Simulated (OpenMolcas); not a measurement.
**SiCl3O (SMILES [O][Si](Cl)(Cl)Cl): levels of theory compared**

Aim: a comparison of 6 runs (UHF/def2-SVP, UM06-L/def2-SVP, UPBE/def2-SVP, USVWN5/def2-SVP, ROMP2/def2-SVP, ROCCSD(T)/def2-SVP) of SiCl3O. 

The results are computed with OpenMolcas 26.06.

6 further runs of the same task are left out: 6 that didn't finish.

### 1 Starting point

The species is SiCl3O (5 atoms), meant as a doublet with charge 0. As SMILES, `[O][Si](Cl)(Cl)Cl`. The Si2–Cl5 distance was set to 3.632 Å, away from the relaxed value. At this shape a bond of the SMILES string is far longer than usual.

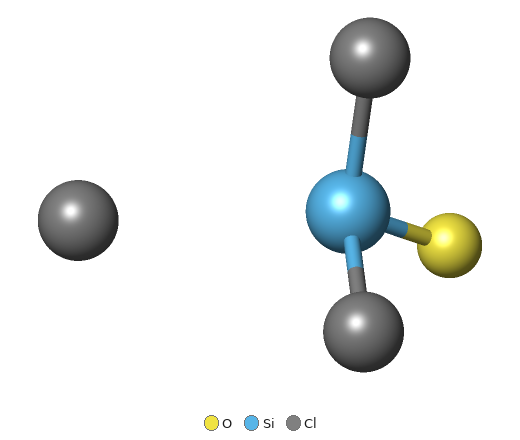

The structure, seen from a chosen angle (oxygen yellow, silicon blue, chlorine grey).

### 2 The energy at UHF/def2-SVP (run 1)

job.inp

```
* Cl3OSi Hartree-Fock
&GATEWAY
BasLib=$CurrDir
Coord
5
angstrom
O       -0.174576      -2.226532       1.578967
Si      -0.950976      -1.174532       0.580667
Cl      -2.526076      -0.300132       1.490167
Cl      -1.532376      -2.421232      -0.899033
Cl       1.275600       1.425900      -0.633600
Basis=def2-SVP
Group=NoSym
&SEWARD
&SCF
UHF
Spin=2
Thresholds=1e-10 1e-07 1e-07 1e-05
PrOrbitals=1 2
```

The basis set def2-SVP is read from a file made from the Basis Set Exchange's data (not shown).

Run with:

```bash
$ export MOLCAS_MEM=1860
$ pymolcas job.inp > job.log
```

Log:

```text
--- Start Module: gateway ---
[...]
--- Stop Module: gateway /rc=_RC_ALL_IS_WELL_ ---
--- Start Module: seward ---
[...]
      Basis functions           86
--- Stop Module: seward /rc=_RC_ALL_IS_WELL_ ---
[...]
--- Start Module: scf ---
[...]
       Convergence after  96 Iterations
[...]
::    Total SCF energy                              -1741.7229148181
[...]
      Total spin, S                                     0.8576534122
[...]
      Total electronic charge=   73.000000
      Total            charge=   -0.000000
[...]
      Dipole Moment (debye):
      Origin of the operator (angstrom)=   -0.8511   -0.7642    0.2688
                   X=  1.2873E-03               Y=  1.3932E+00               Z= -7.7546E-01           Total=  1.5945E+00
      Quadrupole Moment (debye*angstrom):
[...]
--- Stop Module: scf /rc=_RC_ALL_IS_WELL_ ---
[...]
```

It took 47 s on 1 thread of AMD EPYC 7R43 (Zen 3), shared host; peak memory 0.47 GiB.

### 3 A single-point energy at UM06-L/def2-SVP (run 2)

run.input

```
&GATEWAY
BasLib
$CurrDir
Coord
5
bohr
O     -0.32990083    -4.20753569     2.98381519
Si    -1.79708419    -2.21954380     1.09730160
Cl    -4.77359181    -0.56716728     2.81600751
Cl    -2.89577096    -4.57546536    -1.69892615
Cl     2.41053464     2.69456048    -1.19733047
Basis
def2-SVP
Group
NoSym
&SEWARD
GridInput
Grid=UltraFine
End of Grid
&SCF
UHF
Spin
2
KSDFT
M06L
Thresholds
1e-10 1e-07 1e-07 1e-05
PrOrbitals
0
```

The basis set def2-SVP is read from a file made from the Basis Set Exchange's data (not shown).

Run with:

```bash
$ export MOLCAS_MEM=1860
$ pymolcas run.input > run.log
```

Log:

```text
--- Start Module: gateway ---
[...]
--- Stop Module: gateway /rc=_RC_ALL_IS_WELL_ ---
--- Start Module: seward ---
[...]
      Basis functions           86
--- Stop Module: seward /rc=_RC_ALL_IS_WELL_ ---
[...]
--- Start Module: scf ---
[...]
       Convergence after 103 Iterations
[...]
::    Total KS-DFT energy                           -1744.7166144718
[...]
      Total spin, S                                     0.5234497803
[...]
      Total electronic charge=   73.000000
      Total            charge=   -0.000000
[...]
      Dipole Moment (debye):
      Origin of the operator (angstrom)=   -0.8511   -0.7642    0.2688
                   X= -2.5051E+00               Y=  1.4988E-01               Z= -7.5159E-01           Total=  2.6197E+00
      Quadrupole Moment (debye*angstrom):
[...]
--- Stop Module: scf /rc=_RC_ALL_IS_WELL_ ---
[...]
```

Wall time 3.6 min (1 thread of AMD EPYC 7R43 (Zen 3), shared host); peak memory 0.47 GiB.

Runs 3 to 5 aren't shown in full; the table further down has their settings and results.

### 4 A single-point energy at ROCCSD(T)/def2-SVP (run 6)

run.inp

```
>>> EXPORT MOLCAS_PRINT=2

&GATEWAY
 BasLib=$CurrDir
 Coord
 5
 angstrom
 O       -0.174576      -2.226532       1.578967
 Si      -0.950976      -1.174532       0.580667
 Cl      -2.526076      -0.300132       1.490167
 Cl      -1.532376      -2.421232      -0.899033
 Cl       1.275600       1.425900      -0.633600
 Basis=def2-SVP
 Group=NoSym

&SEWARD

&SCF
 UHF
 Spin=2
 Thresholds=1e-10 1e-07 1e-07 1e-05
 PrOrbitals=1 1

&RASSCF
 FileOrb=$Project.UnaOrb
 Spin=2
 Nactel=1 0 0
 Inactive=36
 Ras2=1
 OutOrbitals=Canonical
 OrbListing=Nothing

&MOTRA
 JobIph
 Frozen=21

&CCSDT
 CCT
 Triples=3
 Iterations=80
 Accuracy=1e-08
 Extrapolation=5 4
```

The basis set def2-SVP is read from a file made from the Basis Set Exchange's data (not shown).

Run with:

```bash
$ export MOLCAS_MEM=1860
$ pymolcas run.inp > run.log
```

Log:

```text
--- Start Module: gateway ---
[...]
--- Stop Module: gateway /rc=_RC_ALL_IS_WELL_ ---
[...]
      Basis functions           86
[...]
       Convergence after  96 Iterations
[...]
::    Total SCF energy                              -1741.7229148181
[...]
      Total spin, S                                     0.8576534122
[...]
      Number of active orbitals                  1
[...]
      Spin quantum number                      0.5
[...]
      Active orbitals                            1
[...]
      Number of CSFs                             1
[...]
      Number of root(s) required                 1
[...]
      Convergence after 46 iterations
[...]
      printout of CI-coefficients larger than  0.05 for root  1
      energy=   -1741.675442
      conf/sym  1     Coeff  Weight
             1  u   1.00000 1.00000
      Natural orbitals and occupation numbers for root  1
      sym 1:   1.000000
      ************************************************************************************************************************
      *                                                    Final results                                                     *
[...]
::    RASSCF root number  1 Total energy:  -1741.67544172
[...]
      Total electronic charge=   73.000000
      Total            charge=   -0.000000
[...]
      Dipole Moment (debye):
      Origin of the operator (angstrom)=   -0.8511   -0.7642    0.2688
                   X= -4.8539E-01               Y=  4.1628E+00               Z= -2.8155E+00           Total=  5.0489E+00
      Quadrupole Moment (debye*angstrom):
[...]
--- Start Module: motra ---
[...]
      *** WARNING: Default frozen orbitals is overwritten by user input.
      *** Default values:  18
[...]
--- Stop Module: motra /rc=_RC_ALL_IS_WELL_ ---
[...]
--- Start Module: ccsdt ---
[...]
      Convergence after                    52  Iterations
      Total energy (diff) :   -1742.38500950      -0.00000001
[...]
 METHOD                       : CCSD+T(CCSD)+<T3(1)WT1>+<T3(1)UT2> = CCSD(T)
[...]
       CCSD     =     -1742.3850095031144
[...]
--- Stop Module: ccsdt /rc=_RC_ALL_IS_WELL_ ---
[...]
```

It took 2.6 min on 1 thread of AMD EPYC 7R43 (Zen 3), shared host; peak memory 0.47 GiB.

### 5 The series

```tsv
run	level	integration grid	frozen core orbitals	energy (Eh)	dipole moment (D)	HOMO energy (eV)	LUMO energy (eV)	wall time
1	UHF/def2-SVP	–	–	-1741.722915	1.59	-10.82	-1.08	47 s
2	UM06-L/def2-SVP	UltraFine	–	-1744.716614	2.62	-7.30	-7.20	3.6 min
3	UPBE/def2-SVP	UltraFine	–	-1743.936494	2.61	-7.04	-7.01	74 s
4	USVWN5/def2-SVP	UltraFine	–	-1738.588954	7.67	-7.26	-7.08	2.9 min
5	ROMP2/def2-SVP	–	21	-1742.352114	–	–	–	69 s
6	ROCCSD(T)/def2-SVP	–	21	-1742.407119	–	–	–	2.6 min
```

### 6 Results

```
             quantity           value
  run 6: total energy  -1742.40712 Eh
run 6: (T) correction      -22.11 mEh
```

Over runs 1, 2, 3, 4 the dipole moment (its size) runs from 1.59 D (UHF/def2-SVP) to 7.67 D (USVWN5/def2-SVP). So wide a spread suggests that the runs ended on unlike SCF solutions, not only an effect of the method. Totals of different functionals can't be ranked against each other. Spin contamination of the reference: run 1 ⟨S²⟩ = 1.59. Where it is this large, the reference is a mixture of spin states, and values that rest on it are in doubt. All runs together took 12 min, the longest 3.6 min.
